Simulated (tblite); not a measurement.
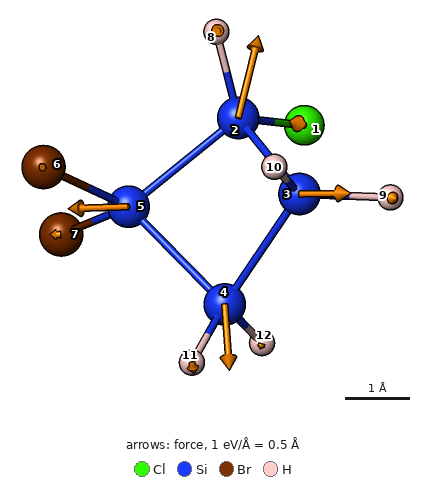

Starting geometry of Si₄H₅Br₂Cl with the computed forces as orange arrows. A ball-and-stick model, seen at a tilt.

Method: tblite 0.8.0, GFN2-xTB geometry optimisation, gas phase. 

Is this structure relaxed? If not, where do the atoms go?

It isn't relaxed: the largest force vector, on Si2, is 2.89 eV/Å. The final displacements have little in common with the starting forces (cosine between the two patterns 0.19). The largest move after the best rigid fit is that of Br6, 0.85 Å. By element the largest moves are Br 0.85 Å, H 0.83 Å, Cl 0.82 Å, Si 0.34 Å. Near-neighbour distances that change, for instance: Si2–Si4 3.059 → 3.419 Å, Si4–Si5 2.243 → 2.386 Å, Si2–Si5 2.237 → 2.381 Å, Si2–Si3 2.242 → 2.371 Å. Bond angles that change, for instance: Br6–Si5–Br7 114.9° → 102.3°, Si3–Si2–H8 111.8° → 123.3°, Cl1–Si2–H8 115.7° → 105.0°. Groups turn about Si4–Si5 by about 20°, Si3–Si4 by about 20°. After 81 geometry steps the energy has fallen by 0.961 eV. The run took 2.1 s on 1 thread of Arm Neoverse N1, on a shared host.
